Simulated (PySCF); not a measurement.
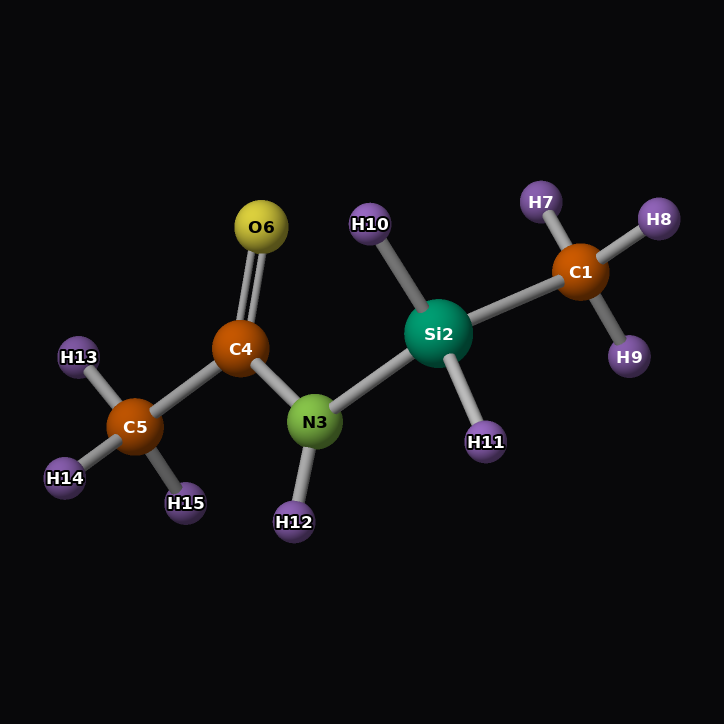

The geometry was computed by an optimisation with GFN2-xTB. No frequency run is at hand to confirm it as a minimum. Electric field gradients from the ground-state density, PBE0/pcSseg-1 (PySCF 2.14.0), non-relativistic apart from any core potentials.

Give the largest field-gradient component, the quadrupole coupling constant and the asymmetry for 14N at N3 (Q = 20.44 mb), 17O at O6 (Q = −25.6 mb).

```
atom  V_zz (a.u.)  e²qQ/h (MHz)     η
  N3       −0.701         −3.37  0.53
  O6       −1.598          9.61  0.03
```

The geometry is semi-empirical. Around Si such bond lengths and angles can be off by a tenth of an ångström or more and by several degrees, and values that hang on the shape move with them.
